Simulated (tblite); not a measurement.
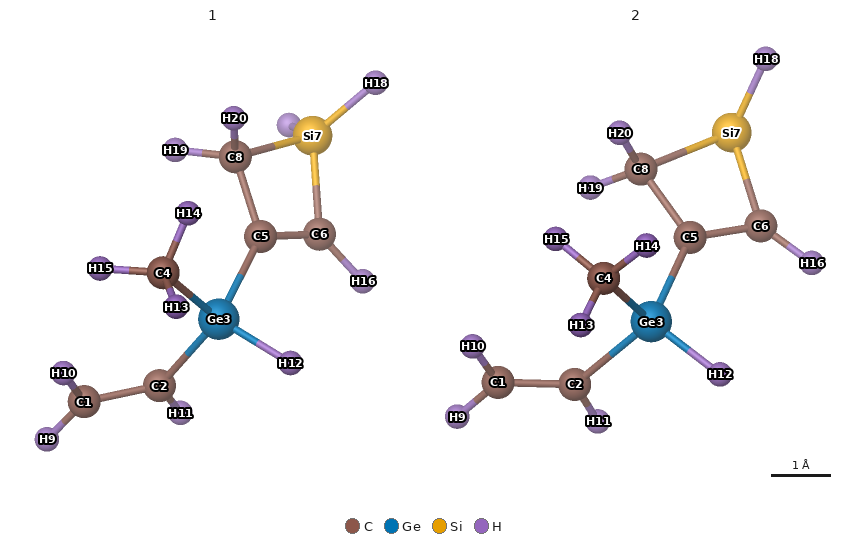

Two geometries of C$_{6}$H$_{12}$GeSi, drawn at one scale. One is the start of a relaxation, the other its converged end. Style: ball-and-stick. Shown from a free direction.

Computed with GFN2-xTB geometry optimisation, gas phase (tblite 0.8.0). 

> Which one is relaxed?

Structure 2 is the relaxed one. An H atom moves most after the best rigid fit: 0.98 Å. By element the largest moves are H 0.98 Å, C 0.46 Å, Ge 0.17 Å, Si 0.09 Å. Among the contacts that change: C–Si 1.826 → 1.925 Å, C–Si 1.792 → 1.886 Å, C–Ge 1.878 → 1.962 Å, C–C 1.443 → 1.511 Å. Among the angles between lasting bonds that change: Si–C–H 129.9° → 138.9°, C–C–C 96.1° → 104.8°, Ge–C–H 125.1° → 116.5°. Groups turn about C–Ge by about 35°, C–Ge by about 30°. Over 146 geometry steps the energy falls by 0.973 eV.
